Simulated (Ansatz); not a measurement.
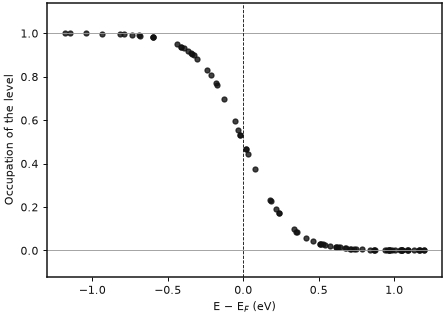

Occupations of the one-electron levels of the k mesh against their energy, from a run on TiN, space group Fm-3m (No. 225), 2 atoms in the cell, with Ansatz.

> Name the smearing function and its width.

Fermi-Dirac smearing with a width of 0.15 eV. The occupations stay between 0 and 1 and have long exponential tails; the slope at the Fermi level is 1/(4 × width).
